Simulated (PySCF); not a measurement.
**CH2S (methanethial): levels of theory compared**

We compute a comparison of 3 runs (SVWN5/ccECP-cc-pVDZ, SVWN5/ccECP-aug-cc-pVDZ, SVWN5/ccECP-cc-pVTZ) of CH2S (methanethial). Input form: a Python script.

The calculation is run with PySCF 2.14.0.

**1. The molecule**

CH2S has 4 atoms, charge 0, and is taken as a singlet. SMILES: `C=S`. Geometry: relaxed at PBE0-D4/def2-TZVP.

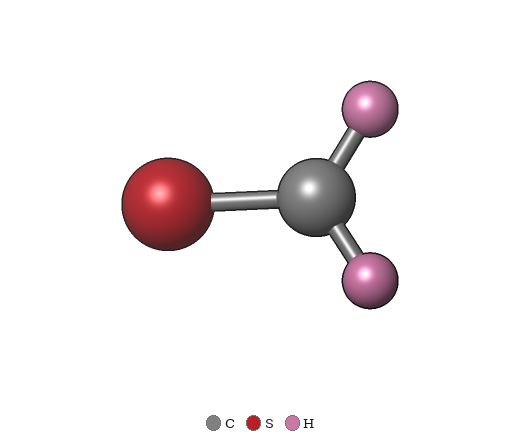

Viewed from a chosen angle; carbon grey, sulfur red, hydrogen pink.

**2. A single-point energy at SVWN5/ccECP-cc-pVDZ (core potential) (run 1)**

The input, job.py:

```python
# C=S
from pyscf import gto, dft

mol = gto.M(
    atom='''
C     -0.181603    -0.063381    -0.075948
S      2.472499     0.862736     1.033888
H     -1.836927    -0.335030     1.120759
H     -0.453950    -0.464325    -2.078699
''',
    charge=0,
    unit='bohr',
    basis='ccecp-cc-pvdz',
    ecp={'C': 'ccecp', 'S': 'ccecp', 'H': 'ccecp'},
    spin=0,
    max_memory=1860,
    verbose=3,
)

mf = dft.RKS(mol, xc='svwn')
mf.grids.level = 4
mf.conv_tol = 1e-10
mf.kernel()
if not mf.converged:
    mf = mf.newton().run(mf.mo_coeff, mf.mo_occ)

e_final = mf.e_tot
print(f'total energy: {e_final:.8f} hartree')
```

On the command line:

```bash
$ OMP_NUM_THREADS=1 python job.py
```

The log of the run:

```text
converged SCF energy = -16.8991724983622
total energy: -16.89917250 hartree
```

Wall time 2.2 s (1 thread of Arm Neoverse V1, shared host); peak memory 0.15 GiB.

**3. The energy at SVWN5/ccECP-aug-cc-pVDZ (core potential) (run 2)**

The input, run.py:

```python
# C=S
from pyscf import gto, dft

system = gto.M(
    atom=[
    ('C', (-0.096100, -0.033540, -0.040190)),
    ('S', (1.308390, 0.456540, 0.547110)),
    ('H', (-0.972060, -0.177290, 0.593080)),
    ('H', (-0.240220, -0.245710, -1.100000)),
],
    ecp='ccecp',
    max_memory=1860,
    charge=0,
    verbose=3,
    basis='ccecp-aug-cc-pvdz',
)

mf = dft.RKS(system, xc='svwn')
mf.conv_tol = 1e-10
mf.grids.level = 4
mf.kernel()
if not mf.converged:
    mf = mf.newton().run(mf.mo_coeff, mf.mo_occ)

energy = mf.e_tot
print('Final energy', energy)
```

On the command line:

```bash
$ OMP_NUM_THREADS=1 python run.py
```

The log of the run:

```text
converged SCF energy = -16.9067981932954
Final energy -16.90679819329543
```

Run time: 3.3 s. Hardware: 1 thread of Arm Neoverse V1, shared host; peak memory 0.18 GiB.

**4. A single-point energy at SVWN5/ccECP-cc-pVTZ (core potential) (run 3)**

The input, calc.py:

```python
# C=S
from pyscf import gto, dft

system = gto.M(
    atom='''
C     -0.181603    -0.063381    -0.075948
S      2.472499     0.862736     1.033888
H     -1.836927    -0.335030     1.120759
H     -0.453950    -0.464325    -2.078699
''',
    verbose=4,
    max_memory=1860,
    basis='ccecp-cc-pvtz',
    ecp={'C': 'ccecp', 'S': 'ccecp', 'H': 'ccecp'},
    unit='bohr',
)

myscf = dft.RKS(system, xc='svwn')
myscf.grids.level = 4
myscf.conv_tol = 1e-10
myscf.kernel()
if not myscf.converged:
    myscf = myscf.newton().run(myscf.mo_coeff, myscf.mo_occ)

energy = myscf.e_tot
print('E = %.10f Eh' % energy)
```

On the command line:

```bash
$ OMP_NUM_THREADS=1 python calc.py
```

The log of the run:

```text
PySCF version 2.14.0

[... 74 lines left out ...]
converged SCF energy = -16.9169599415495
E = -16.9169599415 Eh
```

Wall time 5.1 s (1 thread of Arm Neoverse V1, shared host); peak memory 0.27 GiB.

**5. All runs side by side**

```
run                                     level  energy (Eh)  dipole moment (D)  HOMO energy (eV)  LUMO energy (eV)  wall time
  1      SVWN5/ccECP-cc-pVDZ (core potential)   -16.899172               1.68             -5.38             -3.49      2.2 s
  2  SVWN5/ccECP-aug-cc-pVDZ (core potential)   -16.906798               1.61             -5.46             -3.57      3.3 s
  3      SVWN5/ccECP-cc-pVTZ (core potential)   -16.916960               1.56             -5.46             -3.59      5.1 s
```

**6. Outcome**

| quantity | value |
| --- | --- |
| run 3: total energy | -16.91696 Eh |
| run 3: dipole moment | 1.56 D |
| run 3: HOMO energy | -5.46 eV |
| run 3: LUMO energy | -3.59 eV |
| run 3: HOMO–LUMO gap | 1.87 eV |

**Reading.** The dipole moment (its size) runs from 1.56 D (SVWN5/ccECP-cc-pVTZ) to 1.68 D (SVWN5/ccECP-cc-pVDZ). The HOMO–LUMO gap runs from 1.87 eV (SVWN5/ccECP-cc-pVTZ) to 1.89 eV (SVWN5/ccECP-aug-cc-pVDZ). All runs together took 11 s, the longest 5.1 s.
